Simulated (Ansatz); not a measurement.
# C$_{2}$F$_{6}$: what the fields show

Input file:

```
crystal:
  periodic: [false, false, false]
  atoms:
    - symbol: F
      position_ang: [1.065570, -0.767260, 1.152000]
    - symbol: C
      position_ang: [0.662650, -0.397300, -0.054910]
    - symbol: F
      position_ang: [1.596070, 0.361280, -0.610920]
    - symbol: F
      position_ang: [0.478560, -1.476610, -0.801220]
    - symbol: C
      position_ang: [-0.662670, 0.397270, 0.054890]
    - symbol: F
      position_ang: [-0.477000, 1.479670, 0.796360]
    - symbol: F
      position_ang: [-1.068680, 0.762200, -1.152500]
    - symbol: F
      position_ang: [-1.594500, -0.359250, 0.616310]
basis:
  gaussian:
    orbitals: x2c-SVPall.json
    fitting: {mean_field: def2-universal-jfit.json}
hamiltonian:
  xc: {name: RPBE}
  dispersion: d4
  pseudopotentials: {relativity: none}
output: {forces: true, orbitals: {seedname: orbitals}}
```

Run with:

```sh
ansatz run run.yaml --threads 1 --pin off --max-ram 3480MiB --events-out events.jsonl --progress --plain --runs-dir runs
```

Geometry: PBE0-D4/def2-TZVP.

The calculation used isolated molecule in a Gaussian basis; Kohn-Sham density functional theory, functional RPBE in Ansatz.

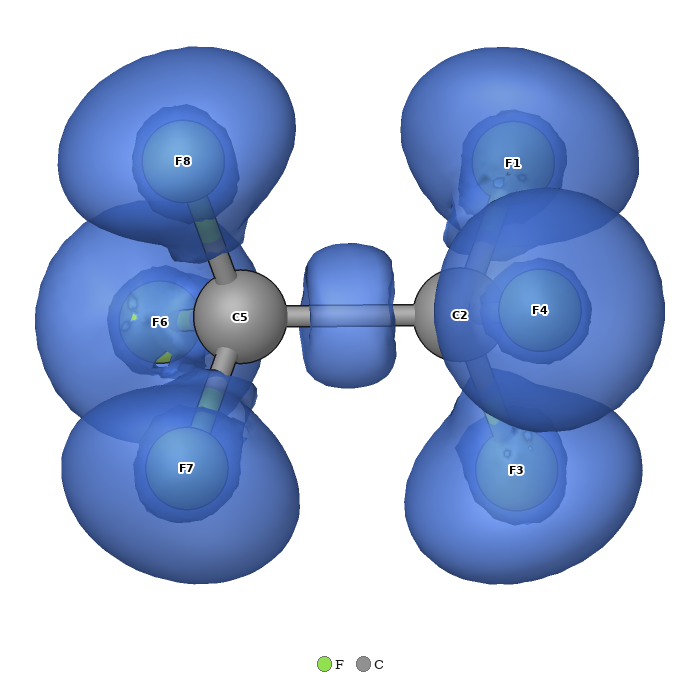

Figure 1. Isosurface of the ELF at 0.75 (blue), seen across its widest extent. Only the valence region is drawn (cores and ρ < 0.01 e/Å³ removed).

> Where are the electrons localised?

The ELF exceeds this value in one region between bonded C–C atoms (shared pairs) and six regions on F in which the atom's valence shell and bonds are merged. Along the contacts the grid gives the following. C–F (1.33 Å): the ELF peaks at about 0.85 between the atoms (a shared but strongly polarised pair). C–C (1.55 Å): the ELF peaks at about 1 between the atoms; localised, covalent bonding.

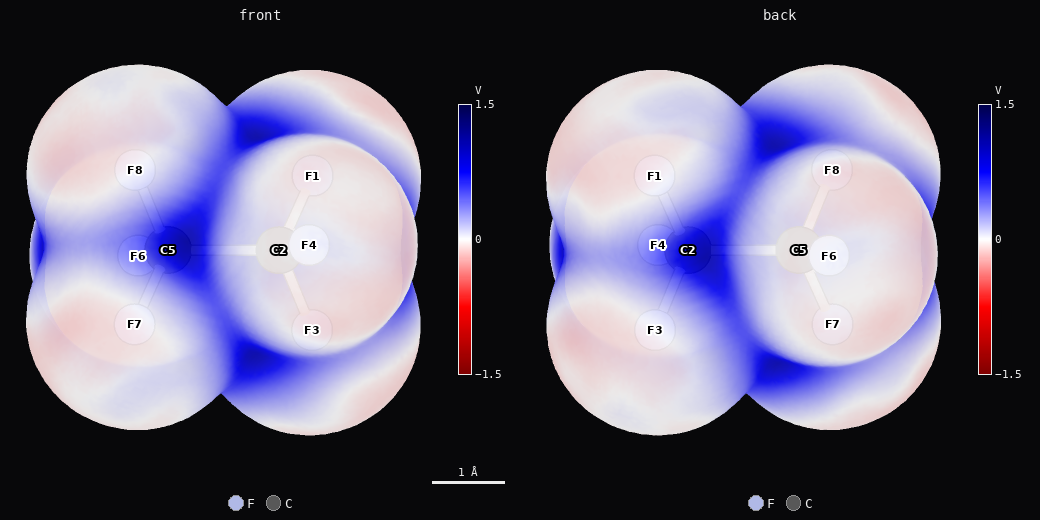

Figure 2. The molecular electrostatic potential painted on the density surface at 0.002 e/bohr³, seen from the front and from behind; the colour scale runs from red (negative) to blue (positive).

> Which sites attract a positive test charge, and which a negative one?

A positive charge is drawn to the negative regions and a negative charge to the positive ones. The most negative region (about −0.1 V) lies over the F atoms, the most positive (about +1.1 V) over C2 and C5.

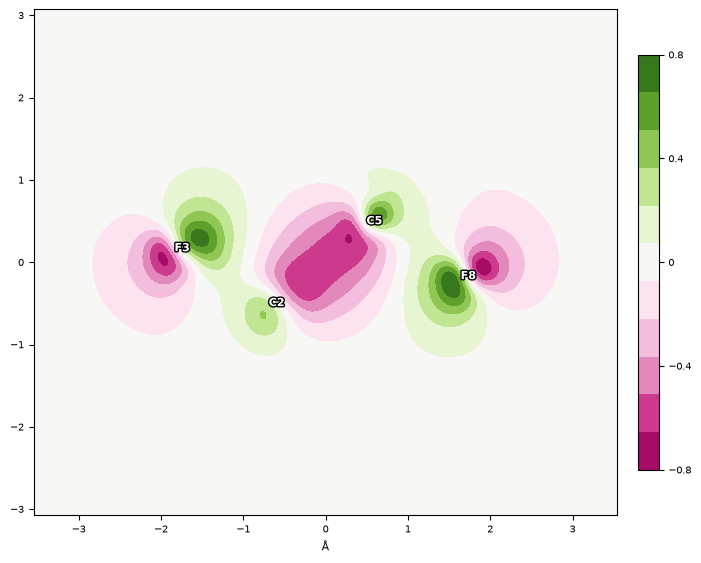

Figure 3. The HOMO on the plane of atoms C2, C5 and F8 (values in Å⁻³ᐟ²; the overall sign is arbitrary).

> Where does this orbital lie, and at what energy?

By Hirshfeld shares it lies mainly on C2 (about 15 %), C5 (about 15 %), F1 (about 10 %), F3 (about 10 %), F4 (about 10 %), F6 (about 10 %), F7 (about 10 %) and F8 (about 10 %); it is gerade (even under inversion); largely a combination of lone pairs on F1, F3, F4, F6, F7 and F8. Its energy is −8.98 eV.
